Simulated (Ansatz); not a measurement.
Profile along the Te–Cd line in CdTe (zinc blende)

CdTe (zinc blende), conventional cell a = b = c = 6.618 Å, α = β = γ = 90.00°. The calculation uses the primitive cell of 2 atoms, to which meshes and values per cell refer.

Fields along a shortest Te–Cd line of a {110} plane (2.87 Å), from Te to Cd, interpolated on the slice's grid (step about 0.2 Å). Computed with PBE (plane waves to 420 eV, PAW, scalar-relativistic; Ansatz, a quantum-chemistry and plane-wave program). k mesh 9×9×9. These are valence fields of a PAW run, semicore shells included where kept as valence: close to a nucleus they are smooth pseudo fields. CdTe was relaxed with its symmetry unable to fall. Spin-orbit coupling is left out, though Te is heavy.

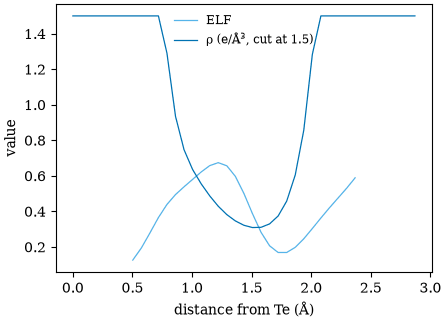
Figure. ELF (away from the nuclei) and valence density from Te to Cd.

Density on the Te–Cd line (2.87 Å) at its density minimum, 1.5 Å from Te: 0.31 e/Å³. ELF at that point: 0.4. ELF maximum in the middle third of the Te–Cd line: 0.67, 1.2 Å from Te.
